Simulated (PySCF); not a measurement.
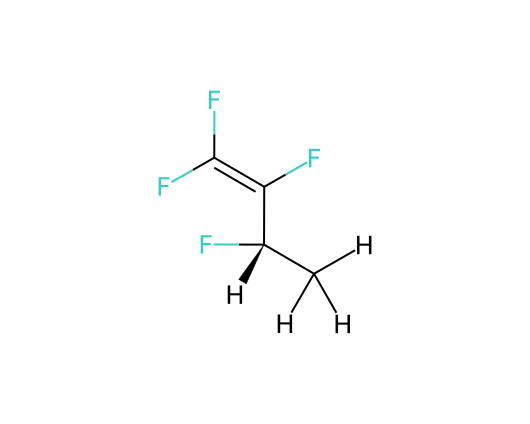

Computed geometry: GFN2-xTB optimisation. No frequency run is at hand to confirm it as a minimum. Level of theory: CAM-B3LYP/def2-SVPD, gas phase (PySCF 2.14.0). Excitations: vertical, linear response.

Q: What is the brightest of the 8 lowest singlets?

A: 7.51 eV.

Q: Give the dipole moment at this level.

A: 2.16 D.

Q: Estimate the lowest vertical singlet excitation.

A: 6.65 eV.

Q: What is the LUMO energy (Kohn–Sham orbital)?

A: 1.02 eV.
